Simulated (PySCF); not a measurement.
```xyz
16

C     2.4860   -0.9342   -0.0234
C     1.7756    0.3716   -0.1633
O     2.2799    1.4319   -0.3447
C     0.2579    0.2344   -0.0492
C    -0.5210    1.3894   -0.1652
C    -1.8917    1.2236   -0.0565
C    -2.4474   -0.0252    0.1555
C    -1.5825   -1.1201    0.2574
N    -0.3022   -0.9166    0.1492
H     3.5588   -0.7744   -0.1119
H     2.2464   -1.3765    0.9436
H     2.1392   -1.6203   -0.7962
H    -0.0293    2.3380   -0.3314
H    -2.5310    2.0943   -0.1401
H    -3.5126   -0.1780    0.2430
H    -1.9338   -2.1289    0.4218
```

Geometry: GFN2-xTB.

Method: UKS B3LYP, pcH-1 on C H N O, non-relativistic, mean-field spin-orbit, GIAO (PySCF).

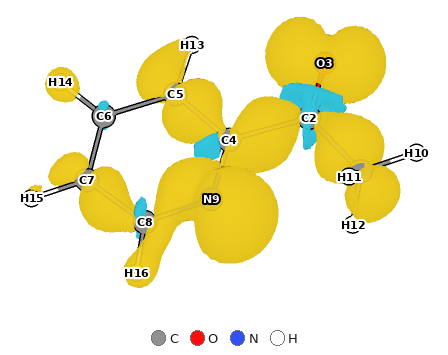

C$_{7}$H$_{7}$NO (SMILES CC(=O)[C+]1[CH]C=CC=N1) (charge +1, doublet). Isosurfaces of the spin density at +0.015 (yellow) and −0.015 e/Å³ (cyan), seen at a tilt.

**Where is the unpaired spin?**

The unpaired spin (1 electron) lies mostly on N9 (about 0.4), O3 (about 0.3), C4 (about 0.1) and C1 (about 0.1), in electrons by Hirshfeld's partition.
